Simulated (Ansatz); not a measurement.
# SrTiO3, pressure series

The parent structure is SrTiO3 in the cubic perovskite structure (space group Pm-3m, No. 221; a = 3.891 Å).

Cell and atoms are relaxed at each pressure.

Computed with Ansatz (an electronic-structure program) PBEsol, without spin-orbit coupling.

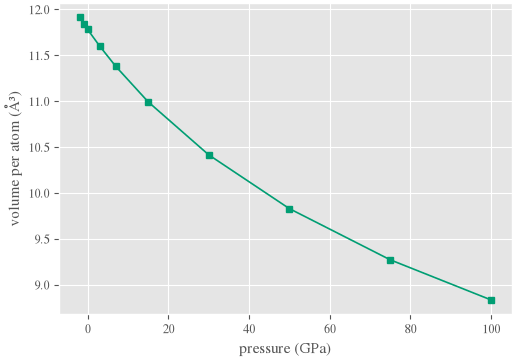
Figure. Volume per atom against pressure

| pressure (GPa) | volume per atom |
|---|---|
| -2 | 11.91 Å³ |
| -1 | 11.85 Å³ |
| 3 | 11.60 Å³ |
| 7 | 11.38 Å³ |
| 15 | 10.99 Å³ |
| 30 | 10.42 Å³ |
| 50 | 9.83 Å³ |
| 75 | 9.27 Å³ |
| 100 | 8.83 Å³ |

Load acts through the strain it causes; cell and atoms are relaxed under it. Stability against distortions was not tested. No other phases were tried under pressure. All final runs are without spin polarisation. Many cubic perovskites are stable only at high temperature; tilts and polar distortions were not tested.
